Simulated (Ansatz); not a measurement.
## Ge (diamond structure), cut as (100) film, 11 layers, dihydride

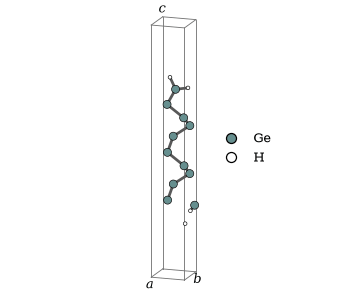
Fig. 1. Structure after relaxation, one periodic cell

The numbers are results of PBE (plane waves to 420 eV, PAW; Ansatz, a program for electronic structure), not measurements.

- change of bonding against the cut: none
- number of neighbours within 2.983 Å (ending not counted): 2 for 2 atoms, 4 for 9 atoms
- mean Ge-Ge distance (least to greatest): 2.486 Å (2.466 to 2.492)
